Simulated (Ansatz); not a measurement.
## What Zn → Mg does to ZnSe

The parent structure is ZnSe in the zinc blende structure (space group F-43m, No. 216; a = 5.665 Å).

The change: every Zn is replaced by Mg, then cell and atoms are relaxed.

Calculations: Ansatz (a first-principles code), r2SCAN, PAW, cutoff 500 eV, no SOC. Γ-centred 10×10×10 mesh, Fermi–Dirac width 0.05 eV.

```json
[
 {"quantity": "volume per atom", "base": "22.73 Å³", "changed": "26.29 Å³", "shift": "+3.56 Å³"},
 {"quantity": "density", "base": "5.27 g/cm³", "changed": "3.26 g/cm³", "shift": "-2.01 g/cm³"},
 {"quantity": "lattice parameter a", "base": "5.665 Å", "changed": "5.947 Å", "shift": "+0.282 Å"},
 {"quantity": "space group", "base": "F-43m (No. 216)", "changed": "F-43m (No. 216)", "shift": "–"},
 {"quantity": "shortest interatomic distance", "base": "2.453 Å", "changed": "2.575 Å", "shift": "+0.122 Å"},
 {"quantity": "band gap", "base": "1.87 eV", "changed": "3.33 eV", "shift": "+1.466 eV"},
 {"quantity": "gap character", "base": "direct at Γ", "changed": "direct at Γ", "shift": "–"},
 {"quantity": "width of the top valence band", "base": "2.71 eV", "changed": "1.39 eV", "shift": "-1.32 eV"},
 {"quantity": "electron mass", "base": "0.12 mₑ (at Γ)", "changed": "0.21 mₑ (at Γ)", "shift": "–"},
 {"quantity": "hole mass (degenerate bands, along [100])", "base": "0.13, 0.60, 0.60 mₑ (at Γ)", "changed": "0.27, 1.2, 1.2 mₑ (at Γ)", "shift": "–"}
]
```

Final structure:

```
MgSe
1.0
    0.00000     2.97360     2.97360
    2.97360     0.00000     2.97360
    2.97360     2.97360     0.00000
Se Mg
1 1
Cartesian
  4.46039   4.46039   4.46039
  0.00000   0.00000   0.00000
```

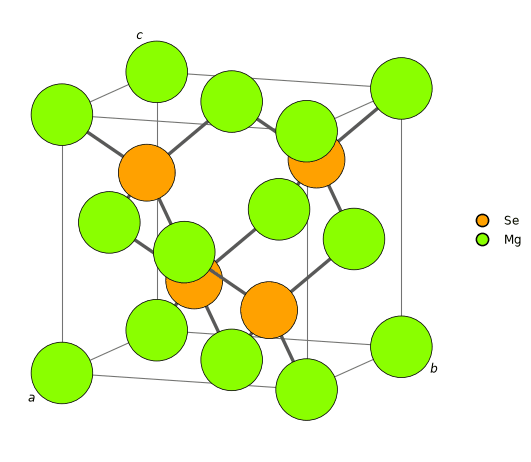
Figure: The relaxed conventional cell after the change

Effective masses come from finite differences of ±0.01 Å⁻¹. No phonon test of stability was made. For MgSe in this form, whether it has been made was not checked. This is not the structure that MgSe has at room temperature and ambient pressure.
